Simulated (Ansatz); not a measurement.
## A ladder of methods for BH2ClO (SMILES OBCl)

BH2ClO: 5 atoms, total charge 0, spin state singlet. SMILES: `OBCl`. Geometry: relaxed at PBE0-D4/def2-TZVP. This is one conformer, not always the lowest.

Each level gives the vertical energy of the triplet above the singlet (eV). The values are calculated.

| level | kind | program | value (eV) | less FCI/STO-3G | CPU time (all runs) |
| --- | --- | --- | --- | --- | --- |
| HF/STO-3G | Hartree–Fock | Ansatz | 6.93 | -0.94 | 0.32 s |
| SVWN5/STO-3G | LDA | Ansatz | 7.36 | -0.51 | 3.3 s |
| r2SCAN/STO-3G | meta-GGA | Ansatz | 7.28 | -0.59 | 15 s |
| wB97M-V/STO-3G | range-separated hybrid | Ansatz | 7.96 | +0.09 | 70 s |
| wB97X/STO-3G | range-separated hybrid | Ansatz | 7.81 | -0.06 | 31 s |
| B2PLYP/STO-3G | double hybrid | Ansatz | 7.76 | -0.11 | 4.8 s |
| MP2/STO-3G | perturbation theory | Ansatz | 7.91 | +0.04 | 0.4 s |
| BCCD(T)/STO-3G | coupled cluster or CI | Ansatz | 7.87 | 0.00 | 0.77 s |
| FCI/STO-3G | exact in the basis | Ansatz | 7.87 | 0.00 | 49 s |

FCI/STO-3G is exact within its basis and frozen core, so for wave-function methods in that basis the difference is their error; functionals converge differently with the basis, so for them it is only a difference. The values span 6.93 to 7.96 eV. A triplet this far above the singlet is often a Rydberg-like or dissociative state; sets without diffuse functions put Rydberg states too high. All rows use very small basis sets, so even the best lies far from the true value. CPU times are rough (shared hosts, several kinds of processor): they show what a rung costs within a factor of a few.

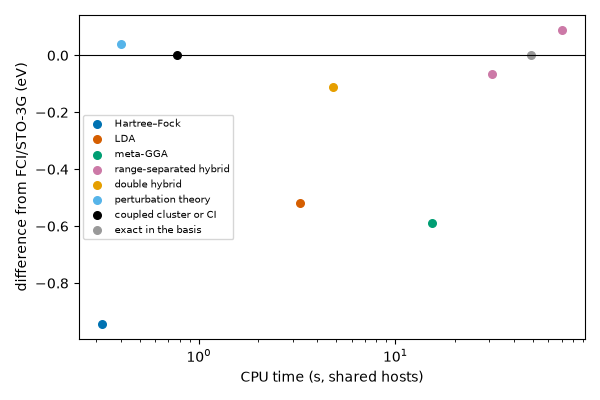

Difference from FCI/STO-3G against processor time, one point a level.
